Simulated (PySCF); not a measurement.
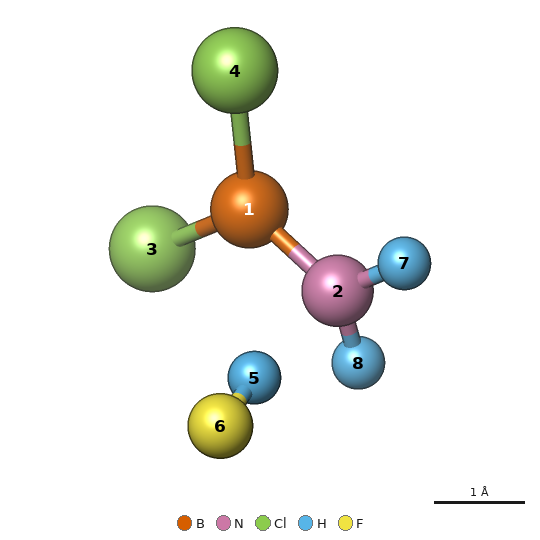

Numbered structure. Computed geometry: PBE0-D4/def2-TZVP optimisation. No frequency run is at hand to confirm it as a minimum.

Give the bond lengths.

```json
{"bond": "B1–N2", "length (Å)": "1.405"}
{"bond": "B1–Cl3", "length (Å)": "1.750"}
{"bond": "B1–Cl4", "length (Å)": "1.750"}
{"bond": "N2–H7", "length (Å)": "1.008"}
{"bond": "N2–H8", "length (Å)": "1.008"}
{"bond": "H5–F6", "length (Å)": "0.936"}
```
